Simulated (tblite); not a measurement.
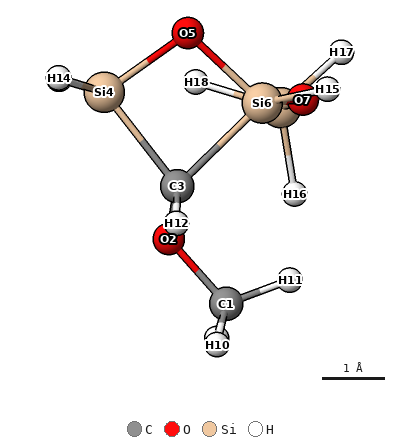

Fig. 1: The structure as given in the input (ball-and-stick view, seen at a tilt; atoms are numbered from 1 in the order of the input). Bond lengths as drawn: C–H 1.09 to 1.10 Å, C–O 1.40 to 1.42 Å, C–Si 1.93 Å, H–Si 1.44 to 1.46 Å and O–Si 1.61 to 1.66 Å.

**Frequency calculation of C₂H₁₀O₃Si₃**

C₂H₁₀O₃Si₃, computed with GFN2-xTB harmonic vibrations, gas phase (tblite 0.8.0).

It belongs to a series of runs on one base structure; here: H on C replaced by OCH3.

Log
```
mode    cm-1     km/mol
  1      11.2      1.03
  2      56.9      0.77
  3      78.4      2.24
  4      94.0      2.20
  5     112.0      5.13
  6     167.2      0.84
  7     184.9      5.70
  8     220.2      1.66
  9     265.7     17.47
 10     302.7      7.10
 11     390.1     20.30
 12     410.1     11.76
 13     474.5     54.88
 14     519.0     24.59
 15     566.6     36.28
 16     567.5    113.38
 17     588.8     48.60
 18     606.8     47.57
 19     628.3     75.94
 20     654.5     34.44
 21     726.1     23.00
 22     744.6    200.82
 23     752.2     63.11
 24     764.7    431.31
 25     772.6    296.73
 26     793.4    357.94
 27     820.4    355.56
 28     830.8    220.17
 29     997.6     37.63
 30    1033.5     11.95
 31    1071.0    390.91
 32    1106.5    190.34
 33    1138.1      5.87
 34    1162.6     12.09
 35    1285.8     11.54
 36    1405.2      1.16
 37    1467.3      6.23
 38    1494.9      2.56
 39    2257.0    345.30
 40    2265.8    365.02
 41    2283.7     70.06
 42    2320.6    402.61
 43    2345.0    223.53
 44    2411.8    347.75
 45    2848.3     76.28
 46    2882.4     71.97
 47    2911.3     50.97
 48    3017.2     21.77
```

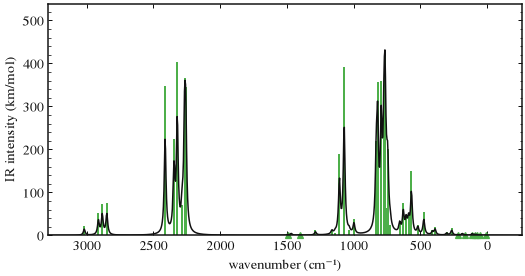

Fig. 2: Harmonic infrared spectrum, unscaled: sticks (degenerate modes added up, dark ones marked on the axis) with a Lorentzian envelope of 16 cm⁻¹ full width, scaled to the tallest stick. 48 modes from 11 to 3017 cm⁻¹, none imaginary. The strongest line is at 765 cm⁻¹ (431 km/mol).

This output came from the following input.

Input file
```
{"job": {"kind": "ir", "xc": "GFN2-xTB", "basis": "xTB"}, "charge": 0, "multiplicity": 1}
C     -1.397972    -1.596329    -0.870222
O     -1.000816    -0.261589    -1.024989
C     -1.198222     0.509405     0.153681
Si    -0.565305     2.325058     0.031032
O      0.424259     1.989685     1.320602
Si     0.173669     0.355306     1.502996
O      1.435922    -0.492701     0.984319
Si     2.356200    -0.770638    -0.336680
H     -1.164203    -2.107983    -1.802646
H     -2.476729    -1.666406    -0.675017
H     -0.864146    -2.074936    -0.039155
H     -2.235371     0.395036     0.494852
H      0.217173     2.630679    -1.154375
H     -1.501176     3.352205     0.464429
H     -0.037458     0.020260     2.892628
H      1.774844    -1.931346    -1.009467
H      3.655278    -1.070095     0.263216
H      2.395294     0.400704    -1.206861
```

The first line tells a small driver script what to run in tblite; the rest is the geometry in Å.

Run as:
```bash
OMP_NUM_THREADS=1 python <driver script> task.json out
```

Key numbers

- outcome: converged
- total energy: −732.9776 eV
- zero-point energy: 72.6360 kcal/mol
- hardware: 1 CPU thread, shared host
- wall time: 1.6 s
- peak memory: 0.18 GiB
